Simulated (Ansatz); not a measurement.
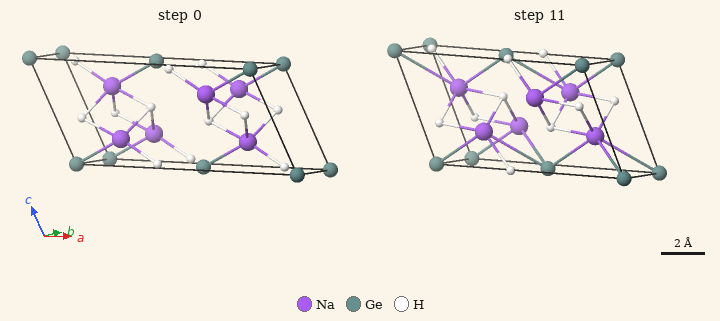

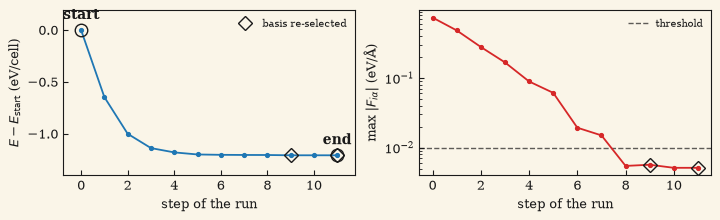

First and last geometry of a relaxation of crystalline Na$_{2}$GeH$_{4}$ (built on the Ti2NiS4-12 type type), with the history of the run. The picture is a ball-and-stick view of the conventional cell (2 times the calculation's cell), seen from a free direction. Lengths and directions refer to the drawn axes.

These are results of DFT, PBEsol, plane waves, PAW (Ansatz), not measurements. (plane-wave cutoff 420 eV; k-point mesh 8 × 8 × 4; occupations fermi dirac; smearing width 0.03 eV; no spin polarisation; cell and atoms relaxed; force threshold 0.01 eV/Å; at most 120 steps)

Read the history and describe the run.

It converged. The largest moves relative to the cell, 0.63 Å, are those of Na atoms. By element the largest moves are Na 0.63 Å, H 0.37 Å. Ge stays in place. The drawn cell changes as follows: a 11.851 → 10.071 Å (−15.0 %), b 3.169 → 3.372 Å (+6.4 %), c 5.482 → 5.689 Å (+3.8 %), β 117.4° → 114.7°; the volume changes by −3.9 %. Some distances before and after: Na–Na 5.111 → 3.232 Å, Ge–Na 4.090 → 3.488 Å, Na–Na 3.233 → 3.792 Å, H–Na 2.308 → 2.779 Å. Bond angles that change, for instance: H–Na–H 174.2° → 136.7°, H–Na–H 91.2° → 119.5°, Ge–Na–H 122.7° → 96.5°. The space group stays C2/m (No. 12). After 9 accepted moves (11 points after the start) the energy has fallen by 1.207 eV per cell of the calculation. The largest force component goes from 0.74 to 0.0051 eV/Å. Pressure: 0.76 GPa at the start and −0.01 GPa at the end. The SCF was repeated twice at an unchanged geometry on a basis and grid sized afresh for the cell, which shifted the energy by 2.7 meV per cell of the calculation at most. Cost: 19 s on 4 threads of Arm Neoverse V2 (shared host), peak memory 0.52 GiB.
